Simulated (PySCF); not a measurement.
```yaml
atoms:
  - { symbol: C, position_ang: [-1.6466, 2.4672, 0.1951] }
  - { symbol: C, position_ang: [-0.7285, 1.7050, 0.0574] }
  - { symbol: C, position_ang: [0.3162, 0.7681, -0.1033] }
  - { symbol: N, position_ang: [1.5355, 1.2179, -0.3786] }
  - { symbol: N, position_ang: [2.5125, 0.3741, -0.5333] }
  - { symbol: C, position_ang: [2.2701, -0.9128, -0.4108] }
  - { symbol: N, position_ang: [1.0870, -1.4585, -0.1402] }
  - { symbol: C, position_ang: [0.0768, -0.6256, 0.0190] }
  - { symbol: C, position_ang: [-1.2705, -1.1784, 0.3198] }
  - { symbol: H, position_ang: [-2.4333, 3.1518, 0.3109] }
  - { symbol: H, position_ang: [3.1053, -1.5867, -0.5423] }
  - { symbol: H, position_ang: [-1.9767, -0.8790, -0.4540] }
  - { symbol: H, position_ang: [-1.2169, -2.2623, 0.3704] }
  - { symbol: H, position_ang: [-1.6316, -0.7813, 1.2678] }
```

Geometry: GFN2-xTB.

Computed with PySCF 2.14.0, wB97X-D/def2-SVPD, SCF density, gas phase.

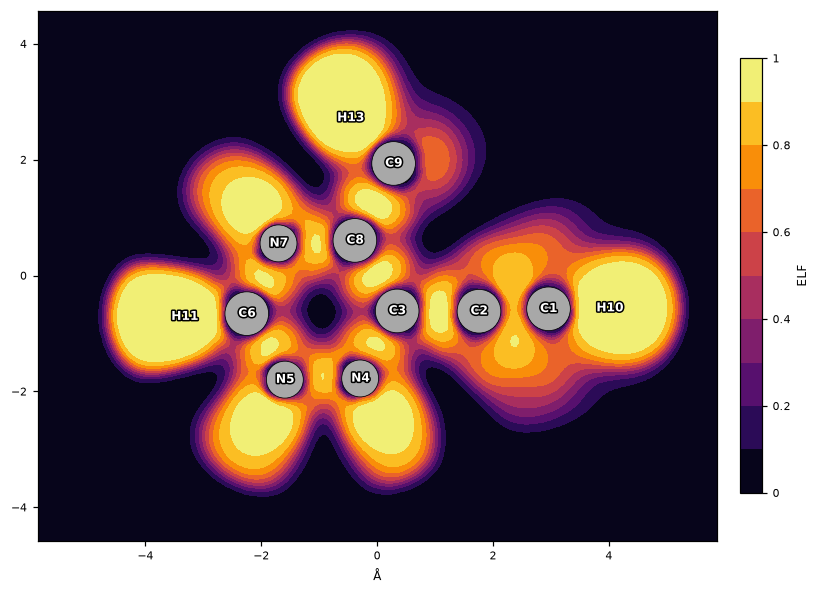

C₆H₅N₃ (SMILES C#Cc1nncnc1C). ELF on the plane of atoms C3, C8 and C9. Grey discs cover the atomic cores.

Describe what can be read from this map.

Answer. The plane passes through C, N and H nuclei.
C–C (1.20 Å): the ELF peaks at about 0.85 between the atoms: a multiple bond.
N–N (1.30 Å): the ELF peaks at about 0.90 between the atoms, as expected for localised, covalent bonding.
C–N (1.32 Å): the ELF peaks at about 0.90 between the atoms (a covalent bond).
C–H (1.05 Å): the ELF climbs to about 1 towards the hydrogen, as it does in any bond to H; an ordinary covalent bond to hydrogen.
The ELF also peaks beside N5, N4 and N7, away from the bonds: lone-pair regions.
